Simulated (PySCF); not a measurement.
Run report: BSiH4F, geometry relaxation

The run: geometry relaxation of BSiH4F, SMILES FB[SiH3]. Method and program: PBE0-D3(BJ)/def2-SVP geometry optimisation, gas phase (PySCF 2.14.0).

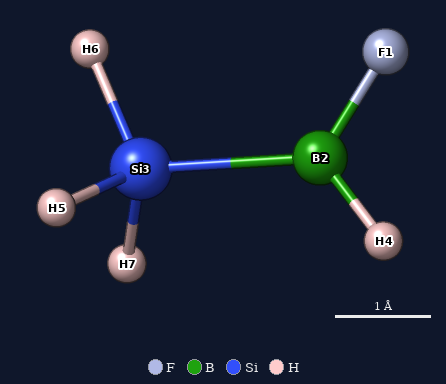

Fig. 1: The structure as given in the input (ball-and-stick view, seen at a tilt; atoms are numbered from 1 in the order of the input). Bond lengths as drawn: B–F 1.31 Å, B–H 1.20 Å, B–Si 1.99 Å and H–Si 1.45 to 1.47 Å.

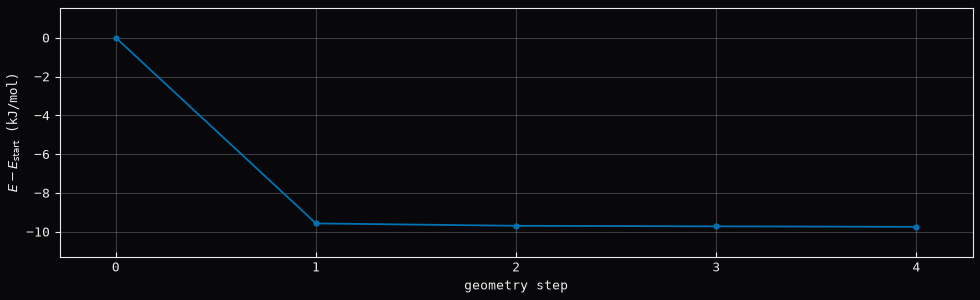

Fig. 2: Progress of the relaxation, step by step (steps are counted from 0).

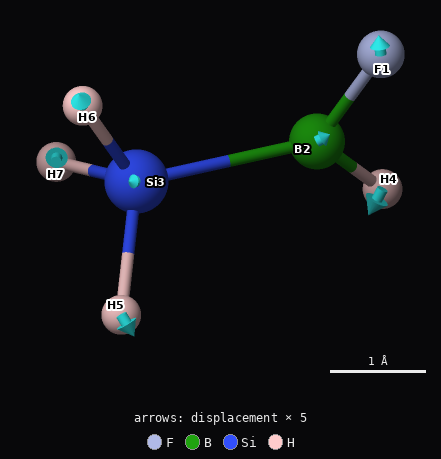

Fig. 3: The starting structure with the displacements as teal arrows, magnified 5 times (ball-and-stick view, seen at a tilt). The two geometries are laid on each other by the best rigid fit. H4 moves most after the best rigid fit: 0.066 Å. Largest moves by element: H 0.066 Å, F 0.044 Å, B 0.032 Å, Si 0.022 Å. Distances before and after: Si3–H7 1.452 → 1.498 Å, B2–Si3 1.990 → 2.036 Å, Si3–H5 1.463 → 1.498 Å, Si3–H6 1.467 → 1.495 Å. Among the angles that change: F1–B2–H4 110.4° → 116.4°, Si3–B2–H4 127.4° → 122.9°, H5–Si3–H6 106.6° → 108.9°. Over 4 geometry steps the energy falls by 9.75 kJ/mol. Largest force component: 0.75 eV/Å at the start, 0.011 eV/Å at the end. (Atoms are counted from 1 in the order of the input.)

The input and output of the run follow.

### Input file
```
{"job": {"xc": "PBE0", "basis": "def2-SVP", "d3": "d3bj", "grid": 1, "shake": 0.01, "kind": "geom"}, "charge": 0, "multiplicity": 1}
F      1.929320     0.987280    -0.096190
B      1.171650    -0.080240     0.011300
Si    -0.815790     0.024520    -0.020980
H      1.846400    -1.062190     0.121860
H     -1.393060    -0.514380     1.210820
H     -1.342500     1.385810    -0.170150
H     -1.362070    -0.769900    -1.106600
```

The first line tells a small driver script what to run in PySCF; the rest is the geometry in Å.

Command:
```bash
OMP_NUM_THREADS=1 python <driver script> task.json out
```

### Log
```
step   0  E = -416.15928145  max force = 0.014615
step   1  E = -416.16292645  max force = 0.001752
step   2  E = -416.16297324  max force = 0.000944
step   3  E = -416.16298379  max force = 0.000580
step   4  E = -416.16299342  max force = 0.000220
optimisation converged
```

### Trajectory as extended XYZ (Å, eV, eV/Å), 5 frames, from step=0 to step=4
```
7
Properties=species:S:1:pos:R:3:forces:R:3 step=0 energy=-11324.27085
F     1.9293    0.9873   -0.0962    0.0003   0.7387  -0.0882
B     1.1717   -0.0802    0.0113    0.7515  -0.0486   0.0124
Si   -0.8158    0.0245   -0.0210   -0.1526   0.3026   0.1654
H     1.8464   -1.0622    0.1219   -0.1305  -0.6982   0.0773
H    -1.3931   -0.5144    1.2108   -0.1499  -0.3110   0.6246
H    -1.3425    1.3858   -0.1701   -0.0824   0.5677  -0.0742
H    -1.3621   -0.7699   -1.1066   -0.2365  -0.5511  -0.7173
7
Properties=species:S:1:pos:R:3:forces:R:3 step=1 energy=-11324.37004
F     1.9976    1.0887   -0.1254    0.0005  -0.0717  -0.0025
B     1.2830   -0.0158    0.0049   -0.0611   0.0901  -0.0226
Si   -0.7547    0.0706   -0.0038    0.0655  -0.0760  -0.0166
H     1.9008   -1.0536    0.1178    0.0390  -0.0231   0.0128
H    -1.2761   -0.5168    1.2757   -0.0047   0.0353  -0.0531
H    -1.2607    1.4695   -0.1559   -0.0413  -0.0215   0.0052
H    -1.2658   -0.7760   -1.1366    0.0021   0.0670   0.0768
7
Properties=species:S:1:pos:R:3:forces:R:3 step=2 energy=-11324.37131
F     2.0142    1.0796   -0.1333   -0.0474   0.0014  -0.0120
B     1.2835   -0.0127    0.0008    0.0318  -0.0082  -0.0002
Si   -0.7529    0.0720   -0.0024    0.0485   0.0195  -0.0063
H     1.8981   -1.0537    0.1187   -0.0081  -0.0213   0.0079
H    -1.2751   -0.5133    1.2739    0.0014   0.0044   0.0033
H    -1.2731    1.4654   -0.1528   -0.0225  -0.0027   0.0031
H    -1.2707   -0.7708   -1.1282   -0.0037   0.0069   0.0042
7
Properties=species:S:1:pos:R:3:forces:R:3 step=3 energy=-11324.37160
F     2.0062    1.0788   -0.1444    0.0182  -0.0059  -0.0138
B     1.2854   -0.0181   -0.0023    0.0025  -0.0055   0.0031
Si   -0.7487    0.0741   -0.0006    0.0032   0.0147   0.0087
H     1.9022   -1.0588    0.1198   -0.0126   0.0196   0.0016
H    -1.2707   -0.5087    1.2754   -0.0040  -0.0092   0.0284
H    -1.2764    1.4650   -0.1491    0.0067   0.0076   0.0019
H    -1.2739   -0.7657   -1.1221   -0.0141  -0.0212  -0.0298
7
Properties=species:S:1:pos:R:3:forces:R:3 step=4 energy=-11324.37186
F     2.0095    1.0756   -0.1528    0.0050  -0.0028  -0.0113
B     1.2852   -0.0182   -0.0044    0.0034  -0.0038  -0.0022
Si   -0.7488    0.0751    0.0012   -0.0093   0.0055   0.0063
H     1.8994   -1.0595    0.1199   -0.0052   0.0060   0.0043
H    -1.2682   -0.5076    1.2797    0.0029  -0.0019   0.0086
H    -1.2761    1.4665   -0.1464    0.0062   0.0030   0.0017
H    -1.2769   -0.7654   -1.1205   -0.0030  -0.0059  -0.0074
```

### Results in brief

```json
{"quantity": "outcome", "value": "converged"}
{"quantity": "total energy", "value": "−416.162993 hartree"}
{"quantity": "dipole moment", "value": "0.43 D"}
{"quantity": "point group", "value": "Cs"}
{"quantity": "hardware", "value": "1 CPU thread, shared host"}
{"quantity": "wall time", "value": "8.1 s"}
{"quantity": "peak memory", "value": "0.3 GiB"}
```
